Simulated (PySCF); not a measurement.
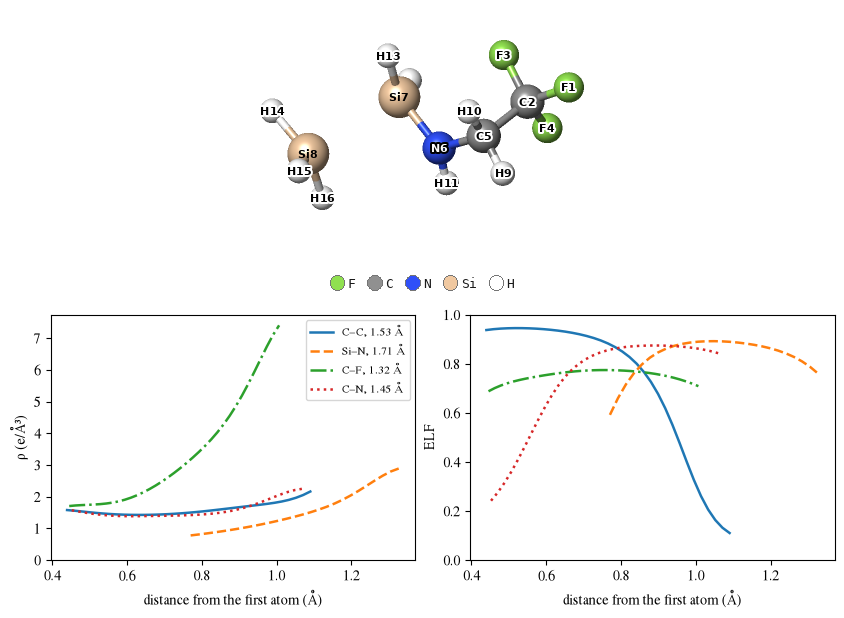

*C$_{2}$H$_{8}$F$_{3}$NSi$_{2}$ (charge +1, doublet). Electron density and ELF along straight lines between neighbouring atoms. The curves leave out the atomic cores. The structure is drawn too.*

Geometry: GFN2-xTB.

Level of theory: UKS B3LYP, pcH-1 on C F H N Si, non-relativistic, mean-field spin-orbit, GIAO (PySCF).

```yaml
atoms:
  - { symbol: F, position_ang: [3.6336, 0.3258, 0.4087] }
  - { symbol: C, position_ang: [2.3993, -0.1103, 0.2365] }
  - { symbol: F, position_ang: [2.1563, -0.1616, -1.0948] }
  - { symbol: F, position_ang: [2.3242, -1.3694, 0.6721] }
  - { symbol: C, position_ang: [1.3463, 0.7771, 0.9035] }
  - { symbol: N, position_ang: [0.0260, 0.2526, 0.6259] }
  - { symbol: Si, position_ang: [-0.5914, 0.1632, -0.9679] }
  - { symbol: Si, position_ang: [-3.0923, 0.5714, -0.3510] }
  - { symbol: H, position_ang: [1.5425, 0.8137, 1.9765] }
  - { symbol: H, position_ang: [1.4542, 1.7801, 0.4843] }
  - { symbol: H, position_ang: [-0.2515, -0.4369, 1.3132] }
  - { symbol: H, position_ang: [-0.5973, -1.1259, -1.6476] }
  - { symbol: H, position_ang: [-0.2150, 1.3650, -1.6963] }
  - { symbol: H, position_ang: [-3.6521, 0.5663, -1.6956] }
  - { symbol: H, position_ang: [-3.0801, 1.8521, 0.3438] }
  - { symbol: H, position_ang: [-3.4102, -0.5868, 0.4771] }
```

Question: What can be read from the curves?

Answer: C–C (1.53 Å): ρ at the midpoint is about 1.5 e/Å³; the ELF peaks at about 0.95 between the atoms; a covalent bond.
Si–N (1.71 Å): ρ at the midpoint is about 0.91 e/Å³; the ELF peaks at about 0.90 between the atoms: a polar covalent bond.
C–F (1.32 Å): the density is about 2.2 e/Å³ at the midpoint; the ELF peaks at about 0.75 between the atoms; a polar covalent bond.
C–N (1.45 Å): ρ at the midpoint is about 1.4 e/Å³; the ELF peaks at about 0.85 between the atoms (a covalent bond).
